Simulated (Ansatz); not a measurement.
Start from TiO$_{2}$ in the anatase structure (space group I4_1/amd, No. 141; a = 3.770 Å, c = 9.552 Å). Axes: x, y, z lie along a, b, c of the conventional cell.

It is then changed as follows: a pure shear with ε_xz = ε_zx = 0.0167; the atoms relax in the strained cell.

Computed with Ansatz (an electronic-structure program) PBEsol, scalar-relativistic without spin-orbit coupling.

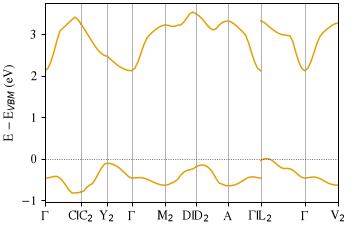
Highest valence and lowest conduction band along the path of the changed cell's own zone

Read the changed gap and its character from the plot.

About 2.1 eV, indirect, L₂–Γ (13 % along) → Γ.

Whether these cells are dynamically stable was not tested. The final runs are not spin-polarised. Labels are those of the standard path for the cell's own space group.
